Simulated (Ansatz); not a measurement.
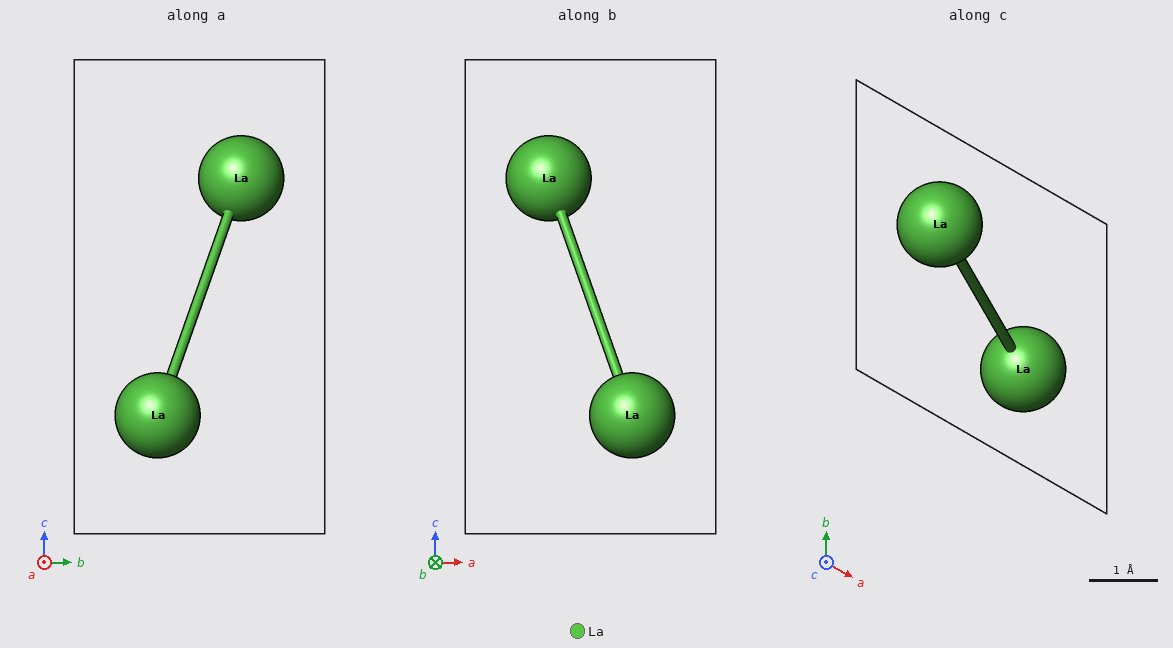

Ball-and-stick representation of a periodic structure, projected along the a axis, along the b axis and along the c axis. The outline marks the conventional unit cell.

Lattice parameters: a = 4.313 Å, b = 4.313 Å, c = 7.066 Å, α = 90.00°, β = 90.00°, γ = 120.00°. Put a along x and b in the xy plane.

Set out the cell and atoms as a POSCAR file.

```
La
1.0
     4.313    0.000    0.000
    -2.157    3.736    0.000
     0.000    0.000    7.066
La
2
Direct
  0.3333 0.6667 0.7500
  0.6667 0.3333 0.2500
```

Provenance: a generated cell, made by putting these elements into a known structure type (the compound may or may not exist in this form); not relaxed. It was run through Ansatz as a DFT input.

At this level of theory the cell isn't at rest (stretched, at -6 GPa), so its distances can differ from those at equilibrium, the more so the softer the solid.
